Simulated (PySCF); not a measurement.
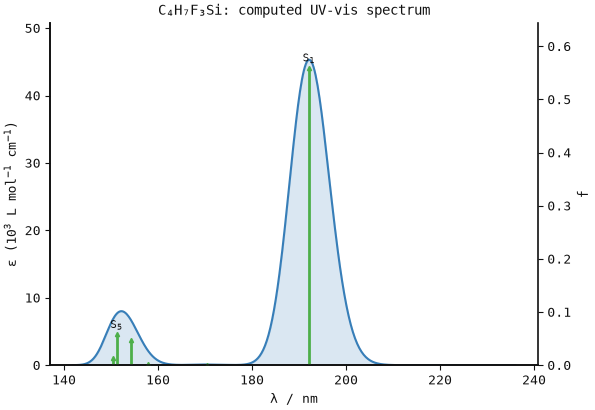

Computed absorption of C₄H₇F₃Si, SMILES FC(F)(F)/C=C\C[SiH3]. Vertical TDDFT excitations, CAM-B3LYP/def2-SVPD (IEF-PCM benzene) in PySCF 2.14.0, at a PBE0-D3(BJ)/def2-SVP geometry (no frequency check). The lowest 6 singlet states are shown; each is broadened by a Gaussian of 1/e half-width 0.20 eV. Sticks give oscillator strengths (right axis).

> Which of the computed transitions is the brightest, and what character does the calculation give it?

S1 at 6.45 eV (192 nm), f = 0.560, mainly HOMO → LUMO (97 %).

> Does any vertical transition fall in the visible?

No singlet lies below 3.1 eV (beyond 400 nm), so at this level no vertical transition falls in the visible.

> List the transitions behind the spectrum.

| state | E (eV) | λ (nm) | f | main character |
| --- | --- | --- | --- | --- |
| S1 | 6.45 | 192 | 0.560 | HOMO → LUMO (97 %) |
| S2 | 7.27 | 170 | 0.001 | HOMO → LUMO+1 (81 %) |
| S3 | 7.85 | 158 | 0.003 | HOMO−4 → LUMO (38 %) |
| S4 | 8.04 | 154 | 0.047 | HOMO → LUMO+3 (79 %) |
| S5 | 8.20 | 151 | 0.058 | HOMO → LUMO+2 (62 %) |
| S6 | 8.24 | 150 | 0.013 | HOMO−1 → LUMO (59 %) |

Known limits of this run: one conformer of a flexible molecule; core orbitals are frozen in the response.
